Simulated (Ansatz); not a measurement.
System: Cl$_{2}$GaH$_{4}$N.

Input file:

```
crystal:
  periodic: [false, false, false]
  atoms:
    - { symbol: Ga, position_ang: [-0.135534, 0.560921, -0.594386] }
    - { symbol: "N", position_ang: [-0.099542, 0.117234, 2.484229] }
    - { symbol: H, position_ang: [-0.899906, -0.095915, 3.075849] }
    - { symbol: H, position_ang: [0.735671, 0.092506, 3.065247] }
    - { symbol: Cl, position_ang: [1.756783, -0.049113, -1.387058] }
    - { symbol: Cl, position_ang: [-1.848672, -0.47059, -1.355895] }
    - { symbol: H, position_ang: [-0.265616, 1.767161, 0.394615] }
    - { symbol: H, position_ang: [-0.213883, 1.091396, 2.142697] }
basis:
  gaussian: { orbitals: def2-SVP }
hamiltonian:
  xc: pbe0
  dispersion: d4
relax:
  f_tol: 0.03
  max_steps: 50
output:
  orbitals: {}
```

Command:

```sh
ansatz run input.yaml --threads 2 --pin off --max-ram 3072MiB --backend cpu --events-out ev --progress --plain --runs-dir out
```

The fields are those of the run's last geometry, not of the input's.

Computed with Ansatz, RKS PBE0-D4/def2-SVP.

Q: Predict the electron density and electron localisation function between the atoms.

A: Ga–N (2.10 Å): ρ at the midpoint is about 0.51 e/Å³; the ELF peaks at about 0.95 in the valence shell of N, 0.7 Å from its nucleus, and is about 0.35 at the midpoint.
Ga–Cl (2.19 Å): ρ is about 0.64 e/Å³ halfway; the ELF peaks at about 0.85 in the valence shell of Cl, 0.8 Å from its nucleus, and is about 0.55 at the midpoint.
N–H (1.02 Å): ρ is about 2.8 e/Å³ halfway; the ELF climbs to about 1 towards the hydrogen, as it does in any bond to H (a covalent bond by its length).

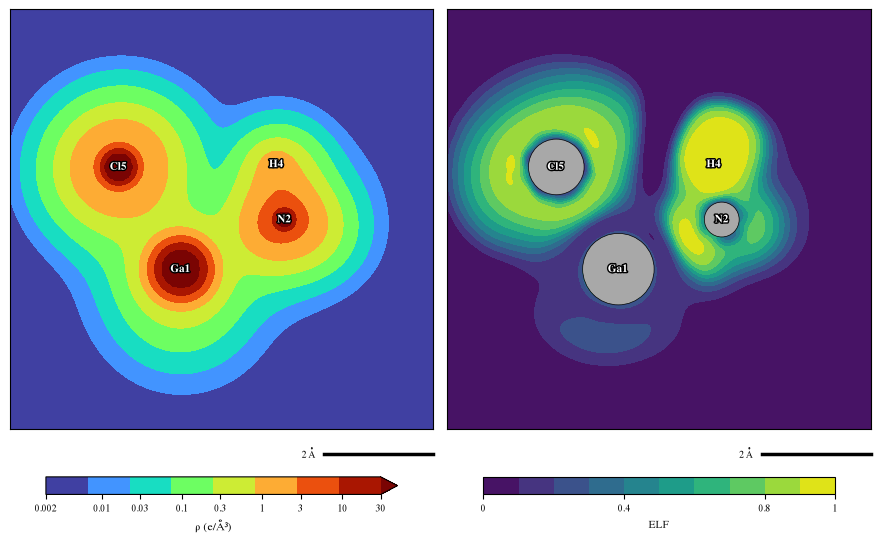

Computed electron density and electron localisation function on the plane of atoms N2, Ga1 and Cl5, in this order. Grey discs cover the atomic cores in the ELF map. 
